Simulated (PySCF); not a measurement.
C$_{6}$H$_{8}$F (SMILES C[c+]1cc1[C@H](C)F) (charge +1)

```yaml
atoms:
  - { symbol: C, position_ang: [2.5797, -0.2087, 0.2617] }
  - { symbol: C, position_ang: [1.3465, 0.2303, -0.3123] }
  - { symbol: C, position_ang: [0.6114, 1.1041, -1.0909] }
  - { symbol: C, position_ang: [-0.0394, 0.0558, -0.4805] }
  - { symbol: C, position_ang: [-1.2435, -0.6960, -0.1621] }
  - { symbol: C, position_ang: [-2.2955, 0.1842, 0.5247] }
  - { symbol: F, position_ang: [-0.9066, -1.7530, 0.6396] }
  - { symbol: H, position_ang: [3.4292, 0.0416, -0.3750] }
  - { symbol: H, position_ang: [2.5539, -1.2720, 0.5024] }
  - { symbol: H, position_ang: [2.7255, 0.3305, 1.2056] }
  - { symbol: H, position_ang: [0.5573, 1.9633, -1.7220] }
  - { symbol: H, position_ang: [-1.6591, -1.1219, -1.0921] }
  - { symbol: H, position_ang: [-2.6057, 0.9888, -0.1343] }
  - { symbol: H, position_ang: [-3.1569, -0.4349, 0.7627] }
  - { symbol: H, position_ang: [-1.9012, 0.5957, 1.4506] }
```

Geometry: GFN2-xTB.

Theory: PySCF 2.14.0, PBE0/pcSseg-1, SCF density, gas phase, non-relativistic.

### What can the converged electron density and electron localisation function tell about the bonding?

C–F (1.37 Å): the density is about 2.2 e/Å³ at the midpoint, with its minimum of 1.7 e/Å³ about 0.5 Å from C; the ELF peaks at about 0.85 between the atoms, as expected for a polar covalent bond.
C–C (1.38 Å): ρ is about 2 e/Å³ halfway; the ELF peaks at about 0.85 between the atoms: localised, covalent bonding.
C–H (1.07 Å): ρ is about 2.2 e/Å³ halfway; the ELF climbs to about 1 towards the hydrogen, as it does in any bond to H; a covalent bond by its length.
C–C (1.43 Å): ρ at the midpoint is about 1.9 e/Å³; the ELF peaks at about 0.95 between the atoms; localised, covalent bonding.

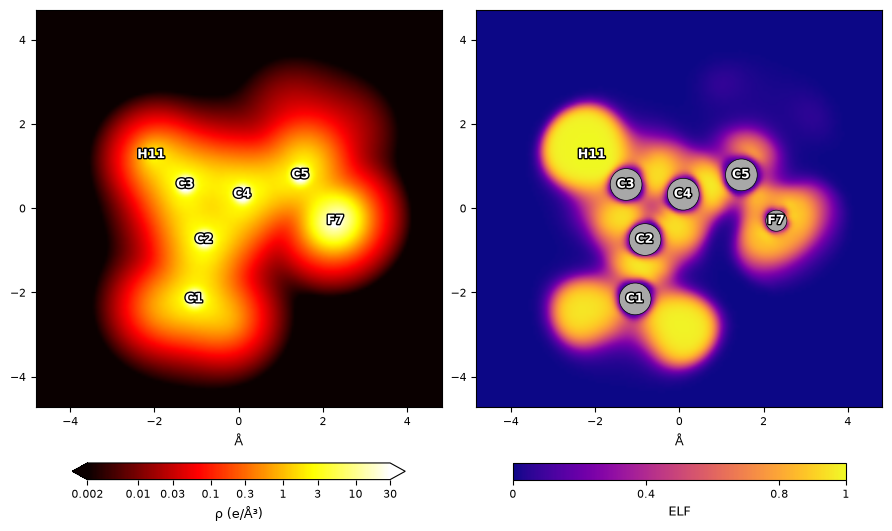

Computed electron density and electron localisation function on the plane of atoms C4, C3 and H11, in this order. Grey discs cover the atomic cores in the ELF map. 
